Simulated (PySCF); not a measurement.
C2H2Br, charge −1, SMILES `[Br-].C#C`.

Computed with PySCF, PBE0/def2-SVPD, geometry: GFN2-xTB. GFN2-xTB bond lengths at metals and heavier atoms can be off by up to 0.1 Å and shapes distorted, which carries into these values.

Geometry (Å), atoms numbered from 1:

```
Br1     -1.2094    0.0000    0.0000
C2       2.4265   -0.0003    0.0000
C3       3.6216    0.0002    0.0000
H4       1.3673   -0.0003    0.0000
H5       4.6734    0.0003    0.0000
```

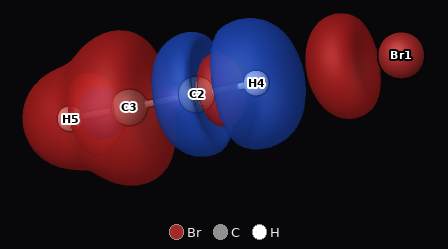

Density of the complex less the densities of the two fragments at the same geometry, ±0.005 e/Å³ (red: gain, blue: loss). Fragment A: Br(−1) (atom 1); fragment B: H2C2.

**Which way does charge flow?**

Hirshfeld charges show 0.020 e passing from A to B. By Hirshfeld charges, electrons gather most on C3 (−0.063 e) and leave H4 most (+0.040 e); 0.17 e is displaced in all.

**What is the interaction energy, and which contacts carry it?**

The counterpoise-corrected interaction energy of the frozen fragments is −7.9 kcal/mol without dispersion correction and −8.5 kcal/mol with D3(BJ). The pair geometry is semi-empirical, not a minimum at this level. Contacts: Br1···H4, weak C–H hydrogen bond, 2.58 Å, ρ = 0.015 a.u. The pose is a local one from a semi-empirical search, not shown to be the most stable.
